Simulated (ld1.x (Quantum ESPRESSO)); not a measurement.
# Ar: pseudopotential generation (part 2 of 2)

Continued. System: argon (Ar, Z = 18), core [Ne], reference valence 3s2 3p5 (an ion of charge +1), valence charge 8. Method: TM potential, PBEsol, scalar-relativistic, made with ld1.x (Quantum ESPRESSO) 7.5.

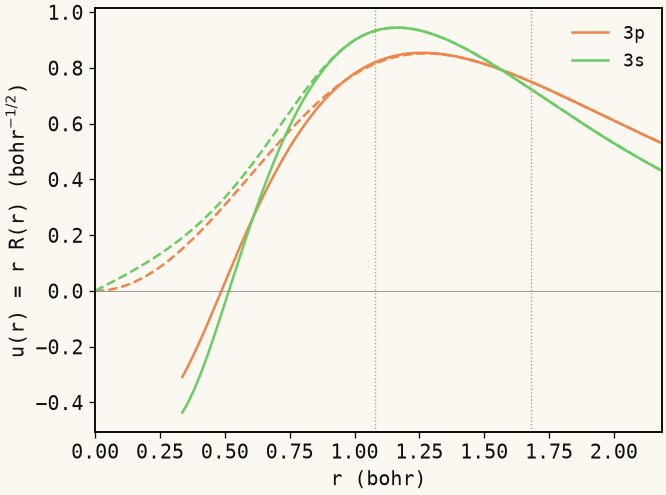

*Partial waves u(r) = r R(r), all-electron (solid) and pseudo (dashed). Dotted lines mark the matching radii. The innermost oscillations of some all-electron curves aren't drawn.*

Pseudo-waves: 3p has no node; 3s has no node.

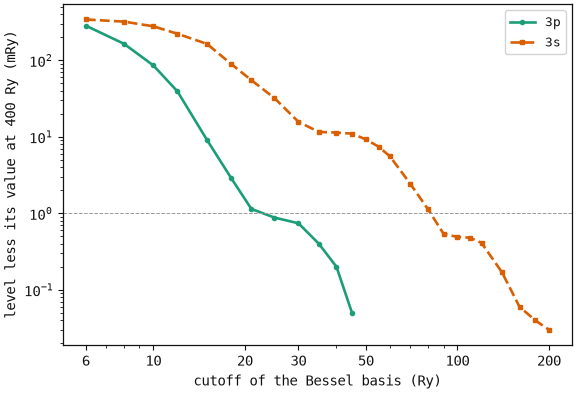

*The pseudo-atom Hamiltonian at the reference potential is diagonalised in spherical Bessel functions (20 bohr box) up to the cutoff. Curves: distance of each valence level from its value at 400 Ry.*

- Cutoffs from which each level stays within 1 mRy: 3p: 25 Ry; 3s: 90 Ry.
- Cutoffs for 10 and 1 mRy in the occupation-weighted sum of levels: 70 Ry and 100 Ry, on the ladder of cutoffs that was run.
- Hardest occupied shell: 3s: its level needs 90 Ry to come within 1 mRy, against 25 Ry for 3p.

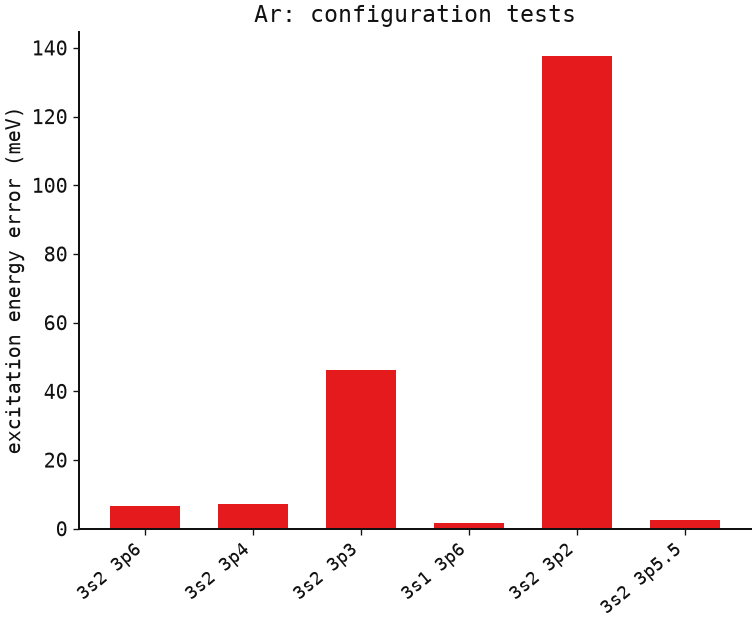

*Errors, all-electron minus pseudo, of the energies of valence configurations relative to the unpolarised reference 3s2 3p5.*

- Worst configuration: 3s2 3p2 (charge +4): the error is +138 meV on an all-electron energy of +128.70 eV relative to the reference, or 0.11 %.
- Configurations within 10 meV and within 50 meV: 4 and 5 of 6.

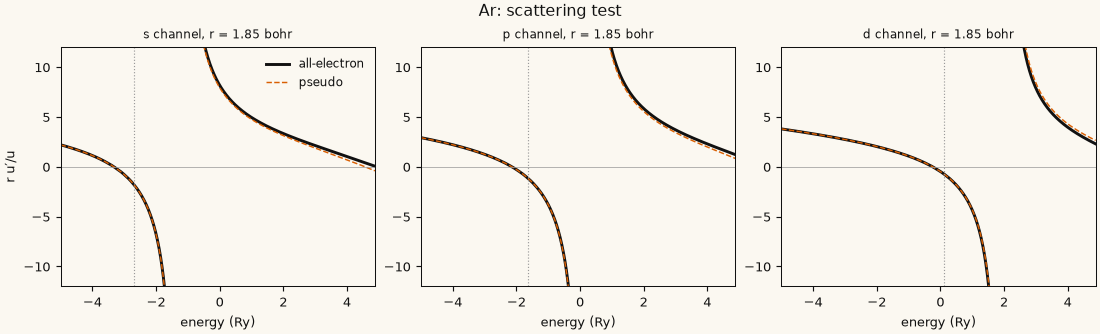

*Logarithmic derivatives r u′/u at the test radius against energy, all-electron atom (solid) and pseudo-atom (dashed). Here u = r R(r). The dotted line marks the reference energy of the channel.*

- Zeros of the logarithmic derivative: s: all-electron -3.3 Ry, pseudo -3.3 and 4.6 Ry; p: all-electron -2.1 Ry, pseudo -2.1 Ry; d: all-electron -0.2 Ry, pseudo -0.2 Ry.
- Poles, where the radial function vanishes at the test radius: s: all-electron at -1.2 Ry, pseudo at -1.2 Ry; p: all-electron at 0.2 Ry, pseudo at 0.2 Ry; d: all-electron at 2.0 Ry, pseudo at 2.0 Ry.
- Ghost states: the plot shows none: pseudo and all-electron curves have the same branches in all channels drawn. The separate test gives: no ghost state below the valence levels in the p, d, s, f channels.

**Input file**
```
 &input
   title='Ar', zed=18., rel=1, dft='PBESOL', iswitch=3,
   config='[Ne] 3s2 3p5 3d-2',
   nld=3, rlderiv=1.85, eminld=-5.0, emaxld=5.0, deld=0.02
 /
 &inputp
   pseudotype=2, tm=.true., lloc=0,
   nlcc=.true., new_core_ps=.true., rcore=0.90,
   file_pseudopw='Ar.UPF', file_wfcaegen='ae.wfc', file_wfcncgen='nc.wfc', file_beta='beta', file_chi='chi'
 /
3
3P  2  1   5.00   0.00  1.68  1.68  0.0
3D  3  2  -2.00   0.10  1.56  1.56  0.0
3S  1  0   2.00   0.00  1.08  1.08  0.0
 &test
   configts(1)='3s2 3p5'
 /
```

**Input of the test run**
```
 &input
   title='Ar', zed=18., rel=1, dft='PBESOL', iswitch=2,
   config='[Ne] 3s2 3p5 3d-2'
 /
 &test
   file_pseudo='Ar.UPF', nconf=7,
   configts(1)='3s2 3p5',
   configts(2)='3s2 3p6',
   configts(3)='3s2 3p4',
   configts(4)='3s2 3p3',
   configts(5)='3s1 3p6',
   configts(6)='3s2 3p2',
   configts(7)='3s2 3p5.5'
 /
```

Command:
```bash
ld1.x < Ar.in > Ar.out
```

**Summary**

- outcome: generated
- cutoffs needed: 70 Ry and 100 Ry (the cutoffs, on a coarse ladder, from which the occupation-weighted sum of valence levels, in a spherical-Bessel basis at the reference potential, stays within 10 and 1 mRy of its value at 400 Ry); ghost states and empty shells don't enter this sum
- ghost test: no ghost state below the valence levels in the p, d, s, f channels (spherical-Bessel basis up to 400 Ry, 20 bohr box)
- largest excitation error: +138 meV (all-electron minus pseudo) for 3s2 3p2, out of 6 test configurations
- range over which the phases arctan(r u′/u) at the test radius agree within 0.05 rad (a looser test near the poles than one of phase shifts): s: up to about 3.0 Ry; p: up to about 3.9 Ry; d: up to about 4.9 Ry
- hardware: 1 CPU thread, shared host
- wall time: 0.85 s
